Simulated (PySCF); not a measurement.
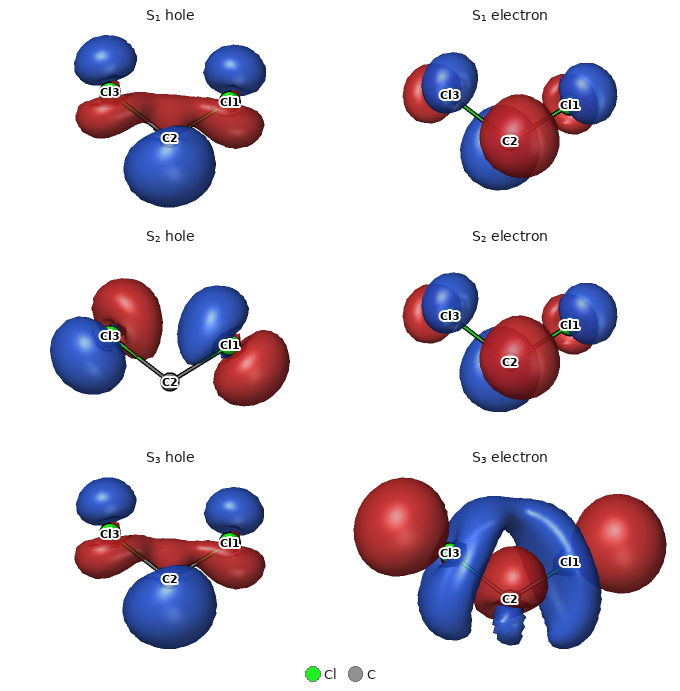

CCl$_{2}$, SMILES `Cl[C]Cl`. Leading natural transition orbitals (TDA singlet states).

Method: CAM-B3LYP/def2-SVPD; geometry: GFN2-xTB; program: PySCF. No frequency check shows the geometry to be a minimum. GFN2-xTB bond lengths at metals and heavier atoms can be off by up to 0.1 Å and shapes distorted, which carries into these values.

Input script:

```python
import numpy as np
from pyscf import gto, scf, dft, tdscf
from pyscf.scf import atom_ks, atom_hf
from scipy.linalg import block_diag

def solve(mol, dm0=None, hcore=None):
    mf = (dft.UKS if mol.spin else dft.RKS)(mol, xc='camb3lyp')
    mf.grids.level = 3
    mf = mf.density_fit(auxbasis='def2-universal-jkfit')
    mf.conv_tol, mf.max_cycle = 1e-8, 80
    if hcore is not None:
        mf.get_hcore = lambda *args: hcore
    mf.kernel(dm0)
    if not mf.converged:
        mf = mf.newton().run(mf.mo_coeff, mf.mo_occ, max_cycle=30)
    assert mf.converged, 'SCF not converged'
    return mf

mol = gto.M(atom='''
Cl     1.39371     0.13865     0.00000
C      0.00000    -0.78569     0.00000
Cl    -1.39371     0.13865     0.00000
''', basis='def2-svpd', charge=0, spin=0, verbose=4)
mf = solve(mol)
td = mf.TDA()
td.nstates, td.singlet, td.conv_tol = 4, True, 1e-5
td.kernel()
td.analyze()
x, y = np.array([p[0] for p in td.xy]), np.array([p[1] + 0 * p[0] for p in td.xy])
f, mu = td.oscillator_strength(), td.transition_dipole()
nto = [td.get_nto(state=i + 1, verbose=4) for i in range(len(td.e))]
# spherically averaged free atoms, for the promolecule
atm = atom_ks.get_atm_nrks(mol, xc='camb3lyp')
pro = block_diag(*[(atm[a[0]][2] * atm[a[0]][3]) @ atm[a[0]][2].T for a in mol._atom])
np.savez('result.npz', e=td.e, f=f, ok=td.converged, w=[n[0] for n in nto], nto=[n[1] for n in nto], x=x, y=y, c=mf.mo_coeff, occ=mf.mo_occ, eps=mf.mo_energy, pro=pro, mu=mu)
```

Command:

```sh
OMP_NUM_THREADS=1 python input.py
```

The run took 45 s on 1 thread of Arm Neoverse V2, on a shared host, peak memory 0.35 GiB.

Describe these excited states.

By state:
- S₁: 2.35 eV (527 nm), f = 0.005; the leading pair carries 100 %; hole on C2 (56 %) and Cl1 and Cl3 (22 % each), electron on C2 (58 %) and Cl1 and Cl3 (21 % each); their centroids lie 0.2 Å apart.
- S₂: 4.76 eV (260 nm), f = 0.000 (dark); the leading pair carries 100 %; hole on Cl1 and Cl3 (48 % each), electron on C2 (58 %) and Cl1 and Cl3 (21 % each); their centroids lie 0.5 Å apart.
- S₃: 5.78 eV (214 nm), f = 0.014, partly diffuse acceptor orbital; the leading pair carries 97 %; hole on C2 (58 %) and Cl1 and Cl3 (21 % each), electron on Cl1 and Cl3 (35 % each) and C2 (30 %) (atom shares of so diffuse an orbital are rough); their centroids lie 0.7 Å apart.
